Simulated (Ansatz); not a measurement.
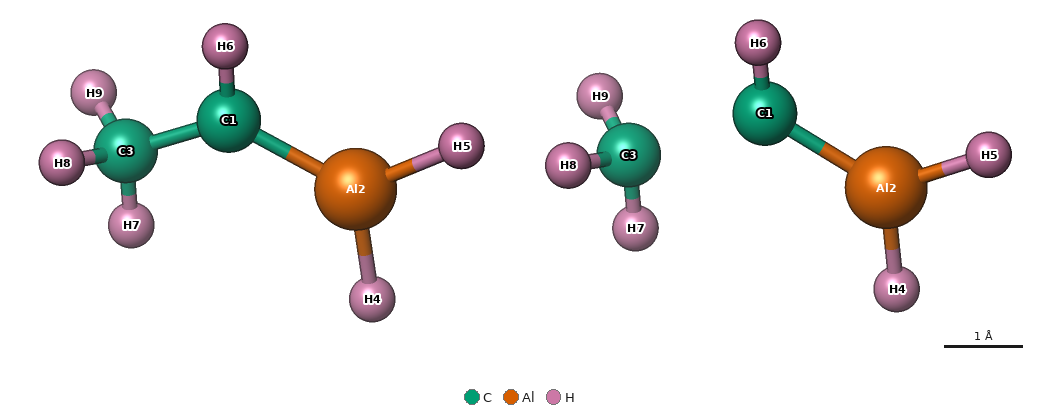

Two geometries of C2H6Al (charge −1), drawn at one scale. One is the start of a relaxation, the other its converged end. Style: ball-and-stick. Shown at a tilt.

The calculation used RKS PBE-D4/def2-SVPD (Ansatz). Settings: force threshold 0.03 eV/Å; at most 250 steps.

> Which one is relaxed?

The left one is the relaxed one. It is one of the separated reactants of a reaction. The energy falls by 162.0 kJ/mol in 4 accepted moves (5 points after the start). The largest force component goes from 4.2 to 0.023 eV/Å. The line search rejected the trial step at point 2 of the run. The atom that moves furthest after the best rigid fit is C1 (0.27 Å). By element the largest moves are C 0.27 Å, H 0.21 Å, Al 0.16 Å. Among the contacts that change: C1–C3 2.007 → 1.513 Å, Al2–C3 3.410 → 3.049 Å, Al2–H4 1.520 → 1.643 Å, C1–H6 1.060 → 1.113 Å. New bonds form: C1–C3 (2.01 → 1.51 Å). Bond angles that change, for instance: Al2–C1–H6 124.0° → 118.1°, H4–Al2–H5 111.6° → 113.6°.
